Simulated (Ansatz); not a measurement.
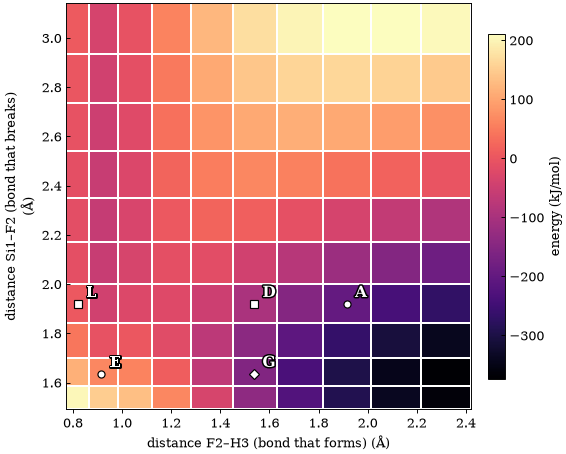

The reacting system FH3Si (fragments FH₃Si where the first distance is long, H₂Si + FH where the second is long). First axis: distance F2–H3 (bond that forms). Second axis: distance Si1–F2 (bond that breaks). Relaxed at each point: all other coordinates. The scan uses a 10 × 10 grid. Points are written as (first, second). All energies are given in kJ/mol relative to a guessed transition structure relaxed with its forming and breaking bonds held. Energies and slopes of some neighbouring points disagree (a jump in structure or state, or too coarse a mesh). The reference is spin-restricted, so regions where a bond is pulled apart into radicals lie too high. Level of theory: RKS wB97X-V/def2-SVP (Ansatz 0.2.0).

In the figure: one coloured cell a grid point, lettered points.

**Rank the lettered points by energy, lowest first.**

A (−200 kJ/mol), G (−155 kJ/mol), D (−98 kJ/mol), L (5 kJ/mol), E (63 kJ/mol).
